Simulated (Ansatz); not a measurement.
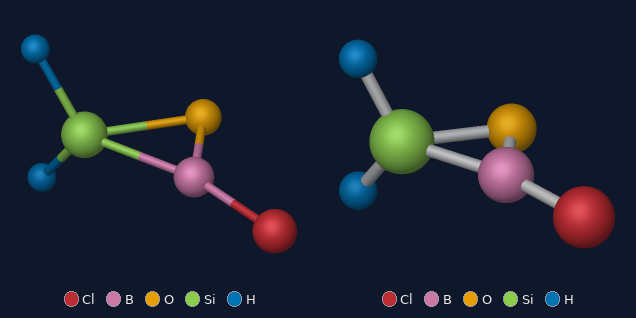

Both panels show the same species.

What does the picture show?

Formula BClH2OSi. As SMILES it reads `ClB1O[SiH2]1`. Independent rings (smallest set): 1 of 3 members. Among its groups: Si–H bond, Si–O bond. The point group is Cs. Coordination, clear cases only: 1 B T-shaped.

The parts below concern this one geometry. Atoms keep their numbers from picture to picture. The geometry was computed by an optimisation with PBE0-D4/def2-TZVP.

## Shape

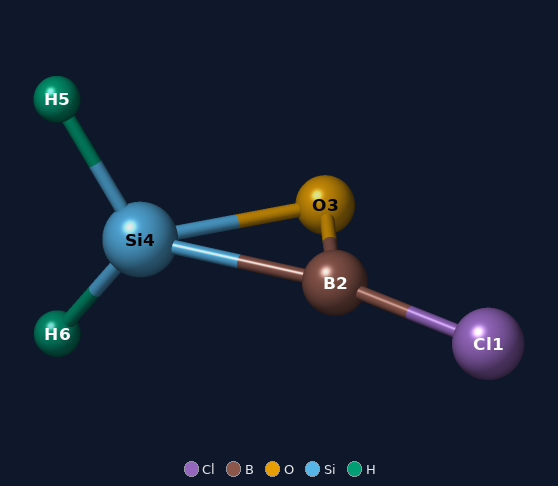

Atoms carry their numbers in the input.

Give the bond lengths.

```tsv
bond	length (Å)	order
Cl1–B2	1.724	single
B2–O3	1.342	single
B2–Si4	1.889	single
O3–Si4	1.751	single
Si4–H5	1.481	single
Si4–H6	1.481	single
```

## Thermal motion

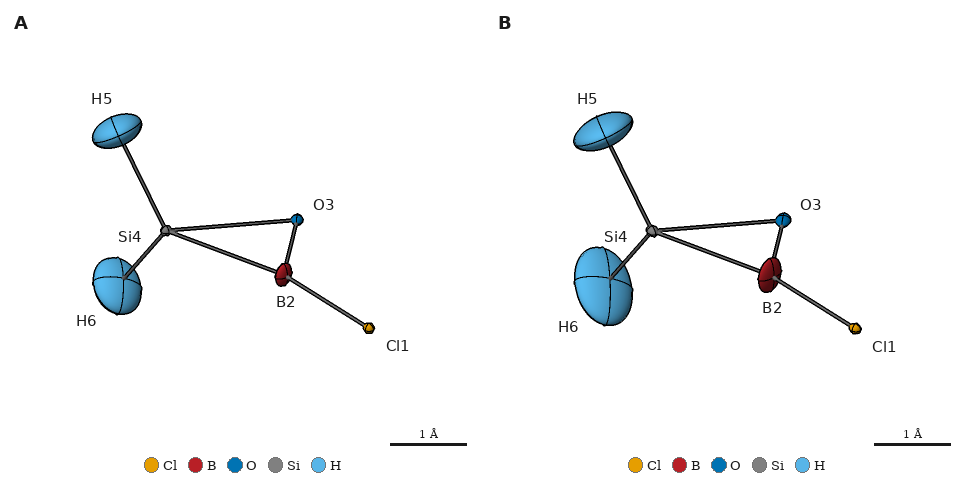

Displacement ellipsoids at the 50 % level, scaled by 1.5, from the internal vibrations of the free molecule (harmonic, no overall translation or rotation; no half-axis is drawn under 0.075 Å). Vibrations computed with RKS PBE0-D4/def2-TZVP (Ansatz 0.2.0). One panel is for 200 K, the other for 600 K.

Which panel is for 600 K?

B.

How much does the mean-square displacement of B2 grow, and why?

U_eq goes from 0.0034 to 0.0071 Å², a factor of 2.1. Modes below kT (417 cm⁻¹ at 600 K) grow about in proportion to T, and the lowest lies at 264 cm⁻¹; the mean-square amplitude of a mode is its zero-point value times coth(ħω/2kT), which comes close to 1 only above about 3kT.

## Dipole moment

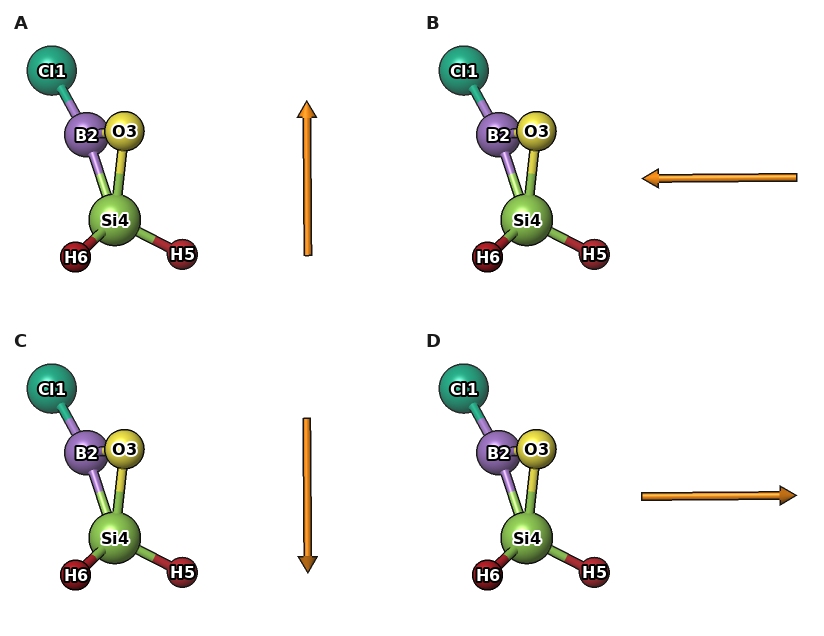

The same molecule four times, each with an arrow. Level of theory: RKS B3LYP-D4/def2-TZVPP (Ansatz 0.2.0).

Which arrow points along the dipole moment, from the negative to the positive end?

C. The dipole moment is 1.74 D; it points from the side of Cl1 to the side of H5, H6 (the outermost atoms at the two ends).

## Levels of theory compared

Program: Ansatz 0.2.0.

Tabulate HOMO–LUMO gap (eV), HOMO energy (eV) at these levels: B3LYP-D4/def2-TZVPP; HSE06 (plane-wave form)-D4/def2-TZVPP; PBE0-D4/def2-TZVPP; r2SCAN0-D4/def2-TZVPP; revPBE-D4/def2-TZVPP; ωB97M-V/def2-QZVPP; ωB97M-V/def2-SVP.

| level | HOMO–LUMO gap (eV) | HOMO energy (eV) |
| --- | --- | --- |
| B3LYP-D4/def2-TZVPP | 5.87 | −7.18 |
| HSE06 (plane-wave form)-D4/def2-TZVPP | 5.51 | −6.99 |
| PBE0-D4/def2-TZVPP | 6.28 | −7.39 |
| r2SCAN0-D4/def2-TZVPP | 6.59 | −7.53 |
| revPBE-D4/def2-TZVPP | 4.31 | −6.16 |
| ωB97M-V/def2-QZVPP | 10.00 | −9.52 |
| ωB97M-V/def2-SVP | 10.59 | −9.42 |

## Charges

The questions are on Mulliken charges. Properties computed with RKS PBE0-D4/def2-TZVP (Ansatz 0.2.0).

Which atom carries the highest charge (most positive or least negative)?

Si4 (0.18 e).

And the lowest?

O3 (−0.26 e).

List the Mulliken charges.

```
atom  value (e)
 Cl1      −0.10
  B2       0.17
  O3      −0.26
 Si4       0.18
  H5       0.00
  H6       0.00
```

Mulliken values depend strongly on the basis set and can even reverse the polarity of a bond.
